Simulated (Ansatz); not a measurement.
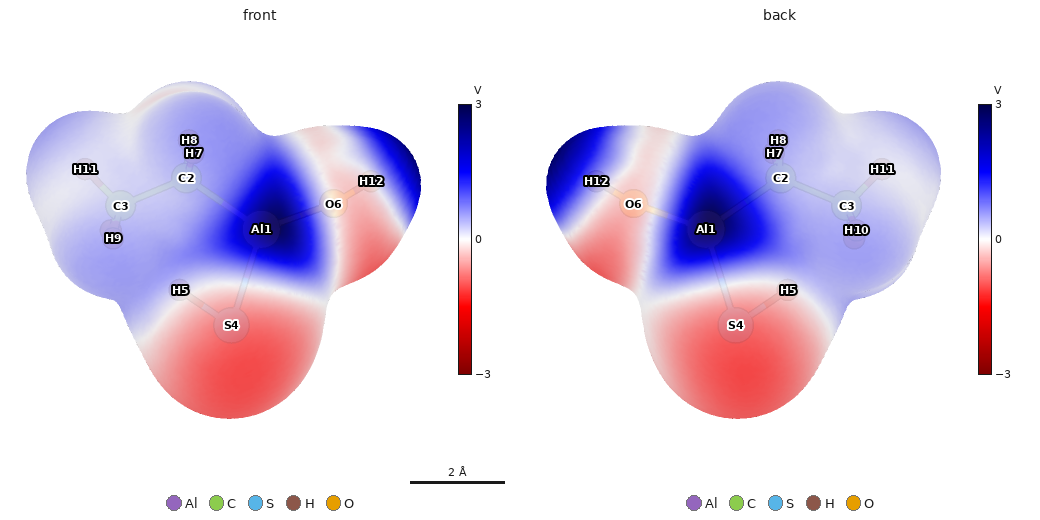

The picture shows: C2H7AlOS. The electrostatic potential painted on the density surface at 0.002 e/bohr³, seen from the front and from behind; red is negative and blue positive.

Not at a stationary point (largest force 1.1 eV/Å).

All numbers below come from Ansatz, RKS BHLYP-D4/def2-SVP.

```xyz
12

Al   -0.0092    1.3625    0.3773
C     0.5067   -0.5277    0.2685
C    -0.2494   -1.5319   -0.5971
S    -1.4875    1.6933   -1.1515
H    -1.1380    0.3836   -1.2255
O     0.5989    2.4870    1.4259
H     1.5702   -0.5426   -0.0145
H     0.5189   -0.8960    1.3044
H    -0.1708   -1.2988   -1.6639
H    -1.3152   -1.5705   -0.3491
H     0.1459   -2.5448   -0.4707
H     1.0295    2.9858    2.0963
```

**Where is the surface potential most negative and most positive?**

The most negative region (about −1.1 V) lies over S4, the most positive (about +2.8 V) over Al1.
